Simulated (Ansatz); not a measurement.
Start from SnO2 in the rutile structure (space group P4_2/mnm, No. 136; a = 4.722 Å, c = 3.190 Å). Axes: x, y, z lie along a, b, c of the conventional cell.

Now apply this change: uniaxial strain ε_zz = +0.60 %, all other strain components held at zero; the atoms relax in the strained cell.

Calculations: DFT with LDA, PAW potentials and a 420 eV plane-wave cutoff in Ansatz (a program for electronic structure), no spin-orbit coupling.

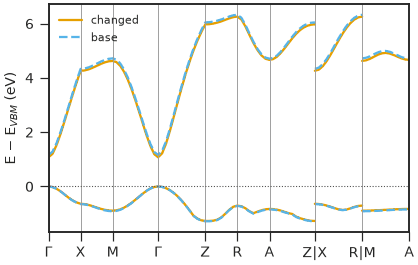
Fig. 1. Highest valence and lowest conduction band along the path, each from its own valence-band maximum

The gap is 1.08 eV, direct at Γ; the base has 1.16 eV.

Whether these cells are dynamically stable was not tested.
